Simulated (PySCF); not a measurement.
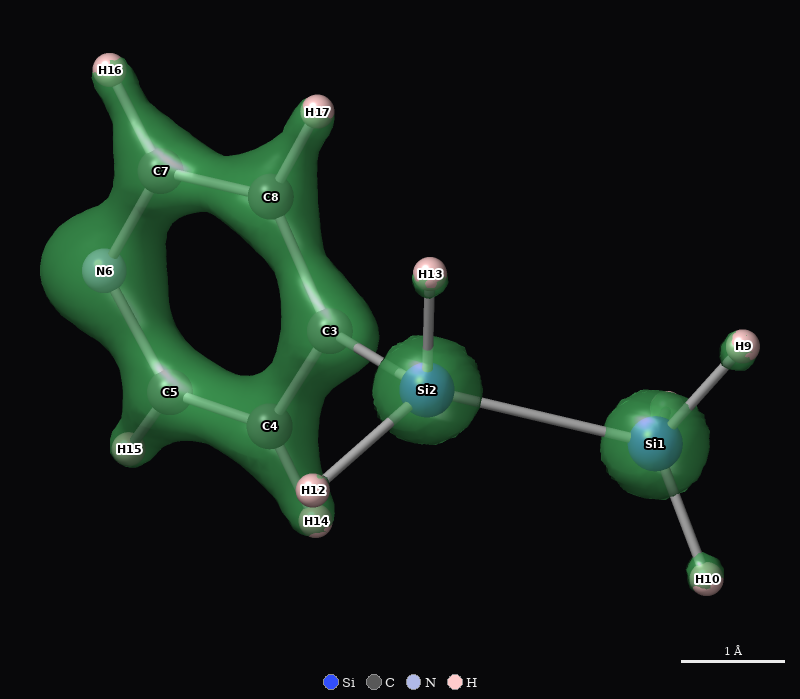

C$_{5}$H$_{9}$NSi$_{2}$ (SMILES [SiH3][SiH2]c1ccncc1). Isosurface of the electron density at 1.5 e/Å³ (green), seen at a tilt.

Geometry: GFN2-xTB, MD frame at 250 fs, 600 K.

Computed with PBE0/pcSseg-1, SCF density, gas phase, non-relativistic in PySCF 2.14.0.

Input

```
{"job": {"kind": "nmr", "xc": "PBE0", "basis": "pcSseg-1", "pop": false}, "charge": 0, "multiplicity": 1}
Si     2.785700    -0.215800    -0.563300
Si     1.101300    -0.105900     1.082600
C     -0.639300     0.145600     0.245900
C     -1.372200    -0.946200    -0.200900
C     -2.678100    -0.876600    -0.374600
N     -3.453600     0.157200     0.022100
C     -2.801600     1.280000     0.426600
C     -1.393600     1.316900     0.603200
H      3.622700     0.933300    -0.442600
H      3.377800    -1.424900    -1.048400
H      2.042500     0.038600    -1.861600
H      0.750500    -1.238600     2.229900
H      1.373700     1.078400     1.905800
H     -0.887200    -1.774200    -0.609800
H     -3.320100    -1.565000    -0.876700
H     -3.344200     2.158500     0.855800
H     -0.892000     2.264600     0.885000
```

Launched as:

```sh
OMP_NUM_THREADS=1 python probes_run.py task.json out
```

> How is the density connected at this value?

At this value the surface falls into eight separate pieces. It bridges the sampled C–C (1.32 Å) and C–N (1.35 Å) contacts, where the density stays above the isovalue. It is pinched off along the sampled C–Si (1.95 Å) and Si–Si (2.36 Å) contacts. On the grid the lowest density along these lines, outside the cores, is 2.4 e/Å³ (C–C, 1.32 Å), 2.3 e/Å³ (C–N, 1.35 Å), 0.7 e/Å³ (C–Si, 1.95 Å) and 0.61 e/Å³ (Si–Si, 2.36 Å).
